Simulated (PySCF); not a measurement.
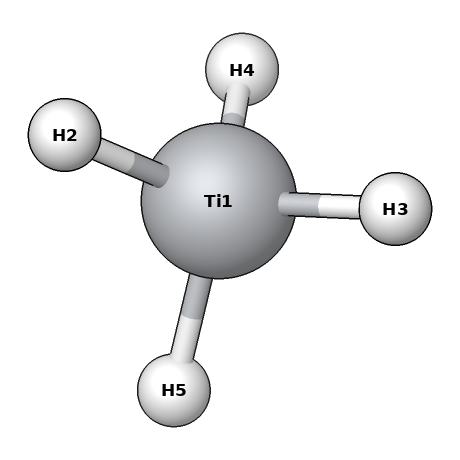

The species is neutral and a spin singlet. Computed geometry: PBE0-D3(BJ)/def2-SVP optimisation. No frequency run is at hand to confirm it as a minimum. Method: delta-SCF UKS SCAN, pcX-2 on the ionised atom (unc-x2c-TZVPall on a metal), pcseg-1 elsewhere, spin-free X2C (PySCF 2.14.0).

Give the core-electron binding energies (to vacuum; p and d levels without spin–orbit splitting) of Ti1 2p.

| atom | level | binding energy (eV) |
| --- | --- | --- |
| Ti1 | 2p | 465.3 |
